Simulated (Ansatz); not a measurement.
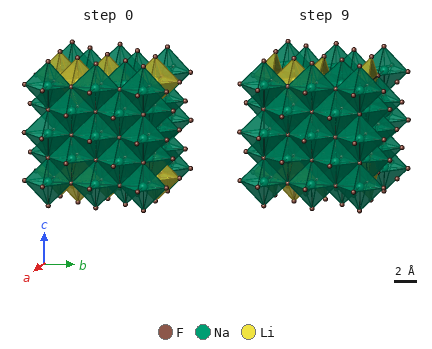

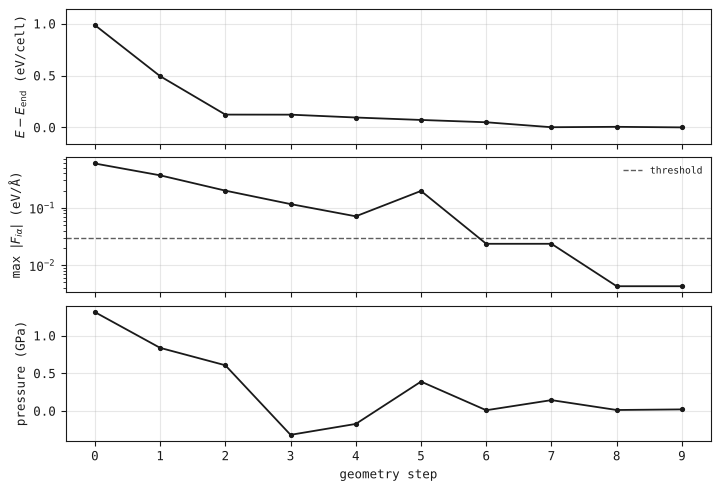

First and last geometry of a relaxation of a crystal of F32Na26Li6 (a generated structure, set up in P1), with the history of the run. The picture is a polyhedral view of the cell of the calculation (origin shifted), seen slightly off an axis.

All numbers below come from DFT, PBEsol, PAW, plane waves in Ansatz 0.2.0. (plane-wave cutoff 420 eV; k-point mesh 1 × 1 × 1; mesh shifted by (0.25, 0.25, 0.25); no spin polarisation; cell relaxed at fixed shape; force threshold 0.03 eV/Å; at most 80 steps)

**What do the curves and the structures tell?**

It converged. The energy falls by 0.986 eV per cell of the calculation in 9 geometry steps. Largest force component: 0.59 eV/Å at the start, 0.0043 eV/Å at the end. The pressure goes from 1.31 to 0.02 GPa. The largest move relative to the cell is that of a Li atom, 0.29 Å along [0 1 2]. Largest moves by element: Li 0.29 Å, F 0.26 Å, Na 0.09 Å. The volume changes by +2.1 %, with a = b = c 9.023 → 9.085 Å (+0.7 %). Near-neighbour distances that change, for instance: F–Li 2.257 → 2.802 Å, F–Li 2.273 → 2.605 Å, F–Li 2.303 → 1.977 Å, F–Li 2.256 → 1.932 Å. Among the angles between lasting bonds that change: F–Li–F 178.7° → 162.6°, F–Li–F 179.9° → 164.5°, Na–F–Na 179.3° → 166.4°. The space group stays P1 (No. 1).

```csv
step,"E − E(0), meV/atom","largest force component, eV/Å","pressure, GPa"
0,0.00,0.5920,1.31
1,-7.69,0.3682,0.84
2,-13.48,0.1993,0.61
3,-13.49,0.1162,-0.32
4,-13.92,0.0711,-0.17
5,-14.29,0.1969,0.39
6,-14.64,0.0236,0.01
7,-15.38,0.0236,0.14
8,-15.32,0.0043,0.01
9,-15.41,0.0043,0.02
```
